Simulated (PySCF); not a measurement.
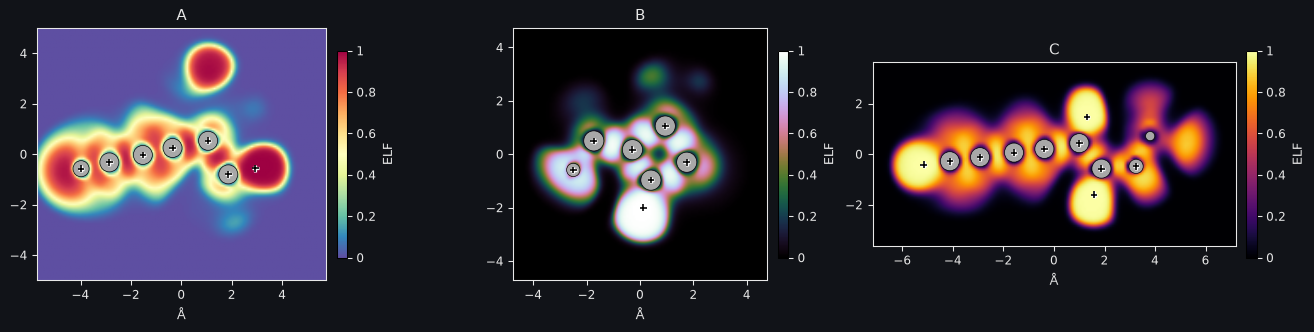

The electron localisation function of 3 systems, each on a plane through atoms (crosses mark nuclei in the plane; grey discs cover the cores).

Level of theory: PySCF, PBE0/pcSseg-1, SCF density, gas phase, non-relativistic.

System 1: C6H9N3 (SMILES N#CC#CC(CN)CN), the plane of atoms C4, C5 and C8. Geometry: GFN2-xTB, NEB image 0 of 0 to 8.

```yaml
atoms:
  - { symbol: N, position_ang: [3.8867, -1.3979, 2.2051] }
  - { symbol: C, position_ang: [2.9274, -1.0208, 1.6960] }
  - { symbol: C, position_ang: [1.7887, -0.5735, 1.1006] }
  - { symbol: C, position_ang: [0.7726, -0.1614, 0.5906] }
  - { symbol: C, position_ang: [-0.4408, 0.2835, -0.0413] }
  - { symbol: C, position_ang: [-0.1191, 0.9930, -1.3850] }
  - { symbol: N, position_ang: [0.6705, 2.1959, -1.2782] }
  - { symbol: C, position_ang: [-1.3865, -0.9284, -0.2661] }
  - { symbol: N, position_ang: [-1.8191, -1.6077, 0.9307] }
  - { symbol: H, position_ang: [-0.9408, 1.0018, 0.6248] }
  - { symbol: H, position_ang: [-1.0655, 1.2538, -1.8672] }
  - { symbol: H, position_ang: [0.4153, 0.2960, -2.0364] }
  - { symbol: H, position_ang: [0.2112, 2.8873, -0.6952] }
  - { symbol: H, position_ang: [1.5828, 2.0004, -0.8808] }
  - { symbol: H, position_ang: [-0.8801, -1.6584, -0.9032] }
  - { symbol: H, position_ang: [-2.2770, -0.5745, -0.7926] }
  - { symbol: H, position_ang: [-2.3034, -0.9748, 1.5579] }
  - { symbol: H, position_ang: [-1.0316, -2.0080, 1.4287] }
```

System 2: C5H6F3N, the plane of atoms C3, C4 and C5. Geometry: GFN2-xTB, NEB image 0 of 0 to 8.

```xyz
15

N    -0.9112    1.4300   -0.8866
C    -0.5434    0.0549   -0.7444
C    -1.3840   -0.9114    0.1742
C    -0.1239   -1.0712    0.9746
C     0.5868   -0.2311    0.2232
C     1.9839    0.2710    0.2774
F     2.0566    1.5668    0.6340
F     2.6144    0.1673   -0.9044
F     2.7289   -0.4060    1.1708
H    -1.0584    1.8730    0.0127
H    -1.7441    1.5354   -1.4522
H    -0.3673   -0.3617   -1.7397
H    -1.7552   -1.8164   -0.3024
H    -2.1961   -0.4200    0.7069
H     0.1085   -1.6727    1.8338
```

System 3: C7H4F2O (SMILES C#CC#C/C=C/OC(F)F), the plane of atoms C6, C5 and H12. Geometry: GFN2-xTB, NEB image 0 of 0 to 8.

```xyz
14

C     4.7862   -0.6504   -0.6327
C     3.6210   -0.4159   -0.4319
C     2.3123   -0.1492   -0.2037
C     1.1413    0.0994   -0.0148
C    -0.2077    0.3650    0.2593
C    -1.0243    0.8643   -0.6696
O    -2.3621    1.1511   -0.5313
C    -3.0054    0.6965    0.5658
F    -4.3199    0.8353    0.3605
F    -2.7154    1.4315    1.6700
H     5.7996   -0.8529   -0.8088
H    -0.5335    0.1523    1.2693
H    -0.6979    1.1161   -1.6671
H    -2.7950   -0.3634    0.8129
```

### Which map belongs to which system?

Panel A is system 1, C6H9N3: the plane holds N, C and H. C–N (1.15 Å): the ELF peaks at about 0.85 between the atoms; a short, multiple covalent bond. Panel B is system 2, C5H6F3N: the plane holds C, F and H. C–C (1.33 Å): the ELF peaks at about 0.90 between the atoms (a short, multiple covalent bond). Panel C is system 3, C7H4F2O: the plane holds C, O and H. C–C (1.21 Å): the ELF peaks at about 0.85 between the atoms; a short, multiple covalent bond.
